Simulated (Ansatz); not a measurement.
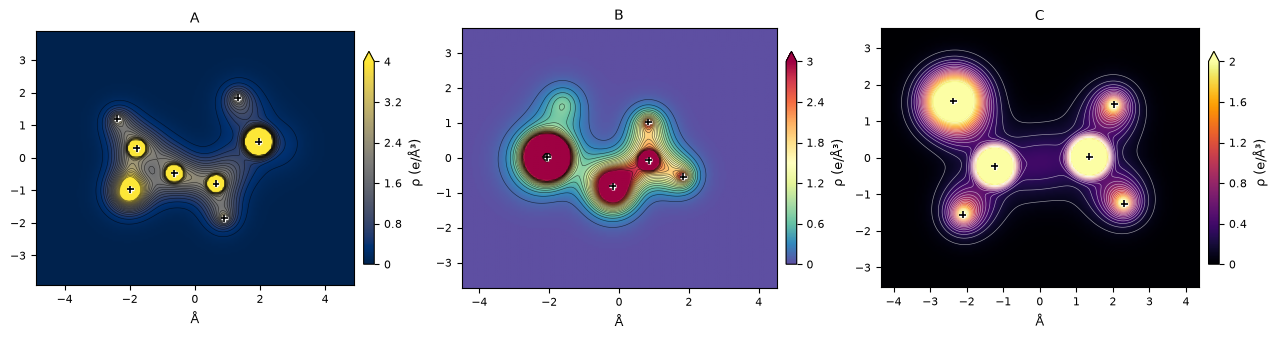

The electron density of 3 systems, each on a plane through atoms (crosses mark nuclei in the plane).

The calculation used RKS PBE0-D4/def2-TZVPP in Ansatz.

System 1: Al2ClH3, the molecular plane. Geometry: PBE0-D4/def2-TZVP.

```yaml
atoms:
  - { symbol: Al, position_ang: [-0.8936, 0.2552, -0.9884] }
  - { symbol: Al, position_ang: [0.8594, -0.4409, 0.8036] }
  - { symbol: Cl, position_ang: [1.3065, 0.9761, 2.3072] }
  - { symbol: H, position_ang: [-1.2799, -0.7226, -2.1843] }
  - { symbol: H, position_ang: [-1.6131, 1.6715, -0.9234] }
  - { symbol: H, position_ang: [1.6627, -1.8034, 0.9392] }
```

System 2: C3H5NSi, the plane of atoms C3, N5 and C4. Geometry: PBE0-D4/def2-TZVP.

```xyz
10

Si   -1.5682   -0.4457    0.2276
C     0.1777   -0.3337    0.8115
C     1.1227    0.2069    0.0607
C     1.7428    0.8235   -1.0141
N     2.5151    0.5486   -0.0350
H    -2.5009    0.2823    1.1316
H    -2.0388   -1.8568    0.1589
H    -1.6557    0.1535   -1.1321
H     0.4732   -0.7096    1.7875
H     1.8154    1.2799   -1.9937
```

System 3: CH4NSb (SMILES C=[N][SbH2]), the plane of atoms N2, C1 and H4. Geometry: PBE0-D4/def2-TZVP; core potentials replace the inner electrons of Sb.

```yaml
atoms:
  - { symbol: C, position_ang: [-0.8497, -0.5432, -0.7828] }
  - { symbol: N, position_ang: [-0.6894, -0.5250, 0.4641] }
  - { symbol: Sb, position_ang: [1.1406, -0.0431, 1.2785] }
  - { symbol: H, position_ang: [-1.8229, -0.8456, -1.1902] }
  - { symbol: H, position_ang: [-0.0882, -0.2693, -1.5295] }
  - { symbol: H, position_ang: [0.5783, 1.4660, 1.8520] }
  - { symbol: H, position_ang: [1.7926, 0.6923, -0.1379] }
```

> Match each panel to its system.

Panel A is system 2, C3H5NSi: the plane holds Si, C, N and H. C–N (1.28 Å): ρ at the midpoint is about 2.8 e/Å³. Panel B is system 3, CH4NSb: the plane holds C, N, Sb and H. C–N (1.26 Å): ρ is about 2.9 e/Å³ halfway. Panel C is system 1, Al2ClH3: the plane holds Al, Cl and H. Al–Cl (2.11 Å): ρ at the midpoint is about 0.71 e/Å³.
